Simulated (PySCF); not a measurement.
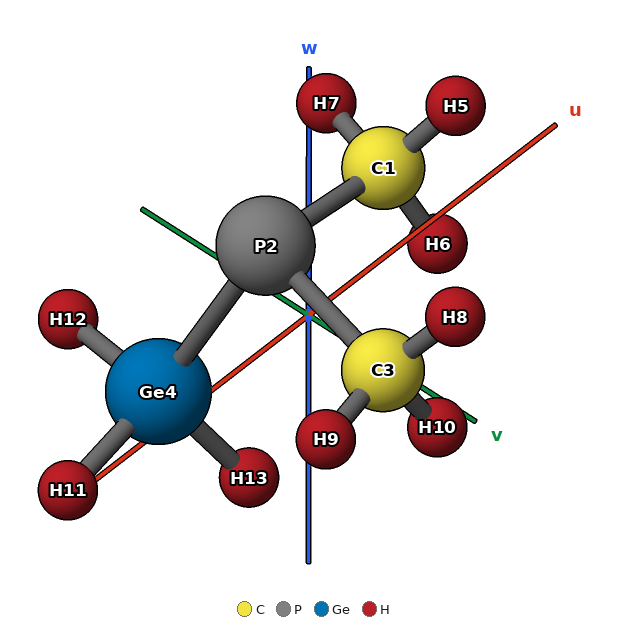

The lines u, v and w are the principal axes of the static dipole polarisability. Computed geometry: GFN2-xTB optimisation. No frequency run is at hand to confirm it as a minimum. Computed with CAM-B3LYP/def2-SVPD (PySCF 2.14.0).

Question: Along which axis is the molecule most polarisable, and along which least?

Answer: Most along u, least along v.

Question: Give the three principal values.

Answer: u 98.9, v 74.3, w 82.7 bohr³; mean 85.3, anisotropy 21.6 bohr³.

The geometry is semi-empirical. Around Ge, P such bond lengths and angles can be off by a tenth of an ångström or more and by several degrees, and values that hang on the shape move with them.
